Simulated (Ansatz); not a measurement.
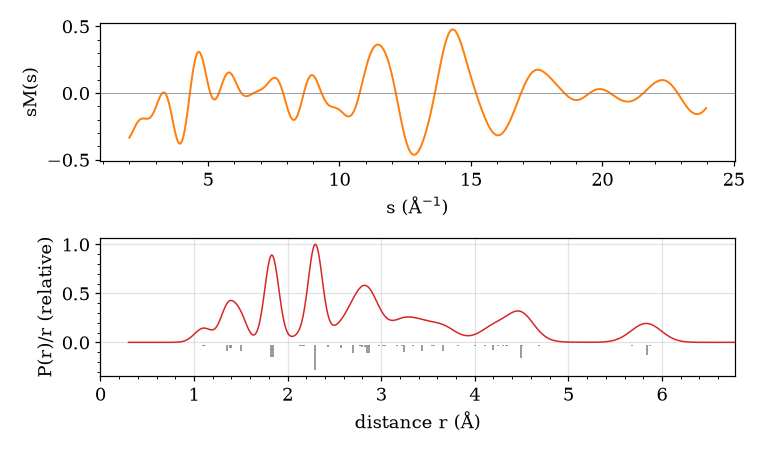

Simulated gas electron diffraction: reduced molecular intensity sM(s) from the Debye equation in the first Born approximation (top) and the radial distribution curve (bottom) of C₃H₆S₃. Each pair of atoms contributes with weight ZᵢZⱼ/r (bars below the curve); damping constant 0.0015 Å²; vibrational amplitudes assumed, not computed: 0.05 Å for bonds, 0.078 Å for bonds to H, 0.06 + 0.015 r up to 0.15 Å for other pairs. The geometry is the end point of an optimisation (RKS PBE-D4/6-31G (Ansatz 0.2.0)); it may be a saddle point or a higher isomer.

### Assign the first 8 clear peaks of the radial distribution curve (– bonded, ··· not bonded).

Peak 1, 1.11 Å: C–H 1.09–1.10 Å (×4)
Peak 2, 1.40 Å: C–C 1.36–1.50 Å (×2), S–H 1.39–1.40 Å (×2), not resolved
Peak 3, 1.83 Å: S–C 1.82–1.84 Å (×2)
Peak 4, 2.30 Å: C···H 2.14–2.44 Å (×5), S–S 2.30 Å, not resolved
Peak 5, 2.82 Å: C···C 2.57 Å, S···C 2.70–2.87 Å (×3), S···H 2.79–3.05 Å (×5), not resolved
Peak 6, 3.29 Å: C···H 3.22–3.56 Å (×4), S···C 3.24–3.43 Å (×2), not resolved; in its flanks S···C 3.66 Å
Peak 7, 4.46 Å: S···C 4.20 Å, S···H 4.25–4.69 Å (×5), S···S 4.49 Å, not resolved
Peak 8, 5.83 Å: S···H 5.68–5.88 Å (×2), S···S 5.84 Å, not resolved
